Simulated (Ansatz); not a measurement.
**Ligand exchange: C5H11Cl + C2H6ClGa → C5H12 + C2H5Cl2Ga**

Species: C5H11Cl (1-chloropentane) `CCCCCCl`, singlet; C2H6ClGa `C[CH2][GaH][Cl]`, singlet; C5H12 (pentane) `CCCCC`, singlet; C2H5Cl2Ga `C[CH2][Ga]([Cl])[Cl]`, singlet. The partners trade Cl for H: C–Cl and Ga–H bonds give way to C–H and Ga–Cl.

Shapes, held fixed at every level: PBE0-D4/def2-TZVP. Flexible molecules stand in one conformer, not always the lowest. Programs: Ansatz 0.2.0. Electronic energies: no zero-point or thermal term.

| level | kind | ΔE (kJ/mol) | less CCSD(T)/def2-TZVPP |
| --- | --- | --- | --- |
| HF/def2-SVP | Hartree–Fock | -197.6 | -15.1 |
| HF/def2-TZVPP | Hartree–Fock | -190.3 | -7.8 |
| BHLYP-D4/def2-TZVPP | global hybrid | -187.4 | -4.9 |
| r2SCAN0-D4/def2-TZVPP | global hybrid | -185.6 | -3.1 |
| MP2/def2-SVP | perturbation theory | -196.6 | -14.1 |
| MP2/def2-TZVPP | perturbation theory | -187.0 | -4.5 |
| CCSD/def2-TZVPP | coupled cluster or CI | -183.6 | -1.1 |
| CCSD(T)/def2-TZVPP | coupled cluster or CI | -182.5 | 0.0 |

The highest level, CCSD(T)/def2-TZVPP, gives ΔE = -182.5 kJ/mol; the levels span -197.6 to -182.5. The column of differences is taken from that level and isn't an error. No measured value is set beside it here. Relativity is left out for Ga. Outer-core shells of Ga are correlated in most correlated rows, in sets that cover them unevenly.

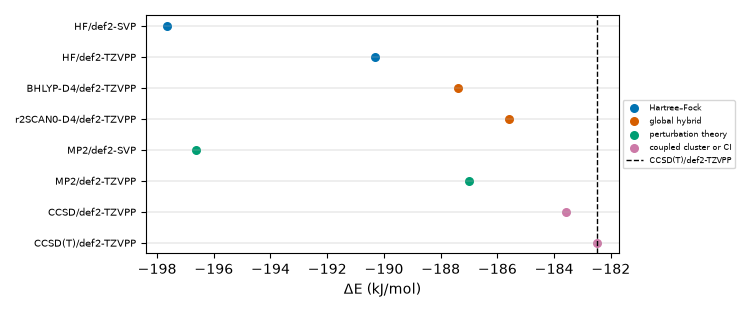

The values of the table, level by level.
